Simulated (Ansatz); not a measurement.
**C₅H₅Cu: small, medium and large basis sets**

Aim: see how fast density functionals converge with the basis set for C₅H₅Cu.

Computed with Ansatz 0.2.0, Gaussian basis. Level: one geometry, several basis sets.

Plan: PBE0-D4/def2-SVP; ωB97M-V/def2-SVP; PBE0-D4/def2-QZVPP; ωB97M-V/def2-QZVPP; the functionals' def2-TZVPP values are taken from earlier runs.

### 1 The relaxed structure

All runs share one geometry, relaxed beforehand with PBE0-D4 in a triple-zeta def2 set.

SMILES `[C@H]12[C@@H]3[C@@H]4[C@@H]5[C@H]1[Cu]2345`, 11 atoms, charge 0, spin multiplicity 1.

Atoms are counted from 1 here; the program's logs count them from 0.

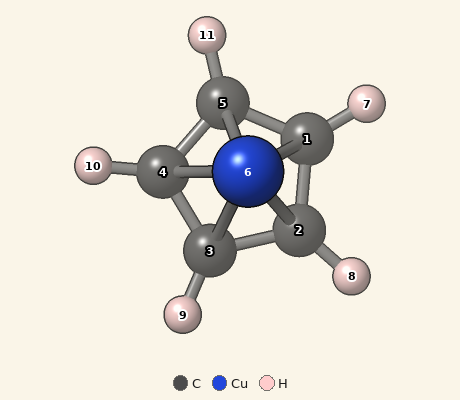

The geometry (carbon dark grey, copper blue, hydrogen pink); atoms are numbered from 1 in the order of the file.

### 2 PBE0-D4 in def2-SVP

The input, in.yaml:

```yaml
crystal:
  periodic: [false, false, false]
  atoms:
    - {symbol: C, position_ang: [-0.729981, -0.873929, -0.435421]}
    - {symbol: C, position_ang: [-0.359377, -0.704634, 0.927679]}
    - {symbol: C, position_ang: [0.332159, 0.533156, 1.044814]}
    - {symbol: C, position_ang: [0.388937, 1.128894, -0.245912]}
    - {symbol: C, position_ang: [-0.267663, 0.259341, -1.160719]}
    - {symbol: Cu, position_ang: [1.450029, -0.781777, -0.297401]}
    - {symbol: H, position_ang: [-1.303183, -1.695181, -0.839670]}
    - {symbol: H, position_ang: [-0.602058, -1.374933, 1.738990]}
    - {symbol: H, position_ang: [0.706174, 0.966674, 1.960567]}
    - {symbol: H, position_ang: [0.813485, 2.093695, -0.481165]}
    - {symbol: H, position_ang: [-0.428522, 0.448693, -2.211762]}
basis:
  gaussian: {orbitals: def2-SVP}
hamiltonian: {xc: pbe0, dispersion: d4}
output: {orbitals: {seedname: orbitals}}
```

On the command line:

```
> ansatz run in.yaml --threads 4 --pin off --events-out ev --progress --plain --max-ram 10444MiB
```

After this run come: ωB97M-V in def2-SVP; PBE0-D4 in def2-QZVPP; ωB97M-V in def2-QZVPP.

**Question.** What will the summary of the whole plan be? Wanted: PBE0-D4: double and triple zeta above quadruple; ωB97M-V: double and triple zeta above quadruple.

**Answer**, as computed:

```
                                       quantity           value
PBE0-D4: double and triple zeta above quadruple  13.65, 1.41 eV
ωB97M-V: double and triple zeta above quadruple  13.86, 1.37 eV
```

What this shows: For PBE0-D4 the step from double to triple zeta gains 12.24 eV and the next only 1.41 eV. These are total energies; as a rule much of such shifts cancels in differences, which this series doesn't test.
